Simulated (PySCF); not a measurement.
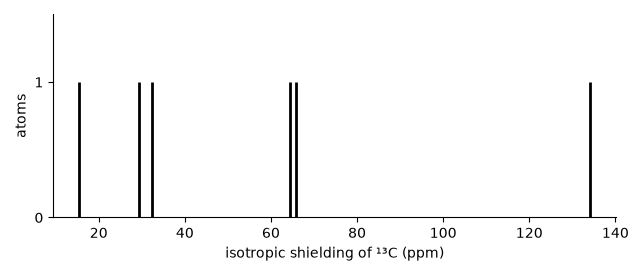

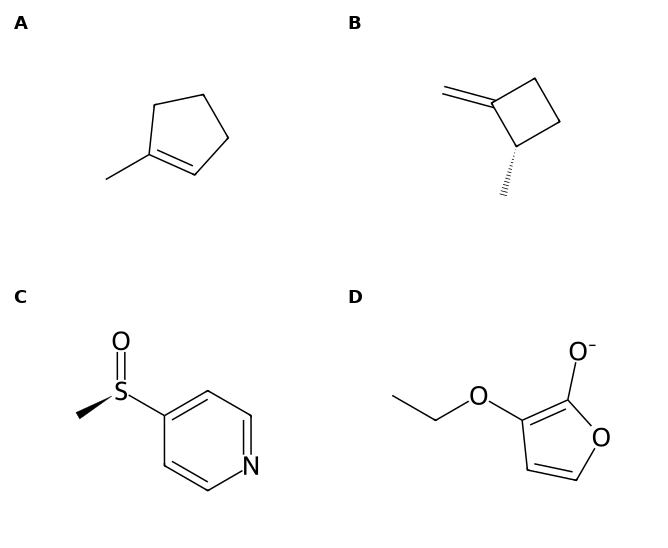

The sticks are computed shieldings of one of the molecules, for one fixed geometry (GFN2-xTB) without averaging over rotations. Low shielding means a high chemical shift. Method: GIAO PBE0/pcSseg-1 NMR shielding, non-relativistic, gas phase (PySCF 2.14.0).

Which molecule gives this pattern?

Answer. C, `C[S@@](=O)c1ccncc1`. Its 6 C atoms give lines at 15.4, 29.4, 32.5, 64.3, 65.7, 134.2 ppm.
